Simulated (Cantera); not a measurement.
Input: 1 mol SiC, 2.6 mol H2O, 440 mol H2, at 51000 Pa.

These are equilibrium values from Cantera (NASA tables, ideal gas, pure condensed phases), not measurements of a reactor. Candidate condensed phases: C, C6H6, C7H8, C8H18, H2O, Si, SiC, SiO2; 123 gas species. Mutual solubility and eutectic melting of coexisting phases are not modelled. The tables hold silica as quartz up to 1696 K and as liquid above; real silica turns to tridymite and cristobalite and melts near 1996 K. Kinetics and transport are ignored.

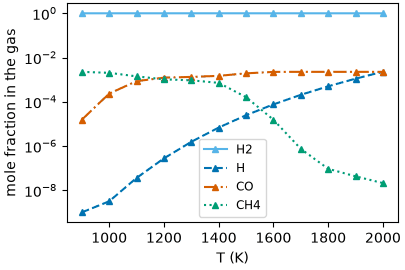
Equilibrium gas composition (values under 1e-9 drawn at 1e-9)

**Question.** Read off the mole fractions at 1800 K.

**Answer.** H2 about 0.99, CO about 0.0022, H about 0.00050, CH4 about 9.3e-8.
